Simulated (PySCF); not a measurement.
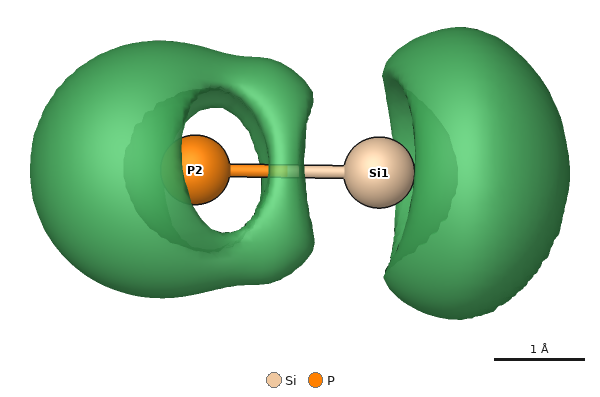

SiP (doublet). Isosurface of the ELF at 0.8 (green), seen from one side. Only the valence region is drawn (cores and ρ < 0.01 e/Å³ removed).

Computed with PBE0/def2-TZVPP, non-relativistic Hamiltonian with scalar-relativistic core potentials where named, at a bond length of 2.073 Å (PySCF).

```yaml
atoms:
  - { symbol: Si, position_ang: [0.0000, 0.0000, -1.0892] }
  - { symbol: P, position_ang: [0.0000, 0.0000, 0.9838] }
```

**What do the ELF domains correspond to?**

At this value the surface marks out one region on P in which the atom's valence shell and bonds are merged and one lobe on Si, pointing away from the bonds (non-bonding electrons). Profiles from the grid: Si–P (2.07 Å): the ELF peaks at about 0.90 between the atoms (localised, covalent bonding).
